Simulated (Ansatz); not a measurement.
SnH2F (SMILES [F][SnH2]): the vertical energy of the quartet above the doublet, rung by rung

SnH2F has 4 atoms, charge 0, and is taken as a doublet. SMILES: `[F][SnH2]`. The coordinates come from a PBE0-D4/def2-TZVP relaxation.

```xyz
4

F    -1.5526   -0.1900    0.6407
Sn    0.0283   -0.2422   -0.4683
H     1.1841   -1.0544    0.5241
H     0.3957    1.4262   -0.7167
```

Each level gives the vertical energy of the quartet above the doublet (eV). The values are calculated.

| level | kind | program | value (eV) | CPU time (all runs) |
| --- | --- | --- | --- | --- |
| USVWN5/STO-3G | LDA | Ansatz | 7.35 | 3.4 s |
| UBLYP/STO-3G | GGA | Ansatz | 7.45 | 6 s |
| UPBE/STO-3G | GGA | Ansatz | 7.34 | 5.9 s |
| U-r2SCAN/STO-3G | meta-GGA | Ansatz | 7.43 | 17 s |
| UB3LYP/STO-3G | global hybrid | Ansatz | 7.49 | 6.1 s |
| UCAM-B3LYP/STO-3G | range-separated hybrid | Ansatz | 7.46 | 7.4 s |
| UB2PLYP/STO-3G | double hybrid | Ansatz | 7.37 | 7 s |
| RPA@PBE/STO-3G | RPA | Ansatz | 7.38 | 7.4 s |
| UBCCD(T)/STO-3G | coupled cluster or CI | Ansatz | 6.99 | 2.5 s |
| UCCSD/STO-3G | coupled cluster or CI | Ansatz | 6.93 | 2.5 s |

All-electron rows without a relativistic Hamiltonian named are non-relativistic. Spin-orbit coupling, which can split open shells on such heavy atoms by tenths of an eV, is left out. The values span 6.93 to 7.49 eV. All rows use very small basis sets, so even the best lies far from the true value. In the correlated wave-function rows the outer d shell of Sn is correlated, in sets not made for it. Times are those of the runs behind each value, whatever else they computed, on shared processors of several kinds: orders of magnitude only.

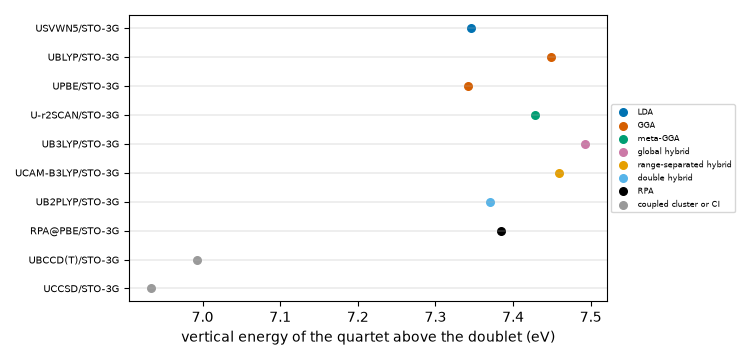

The values of the table, level by level.
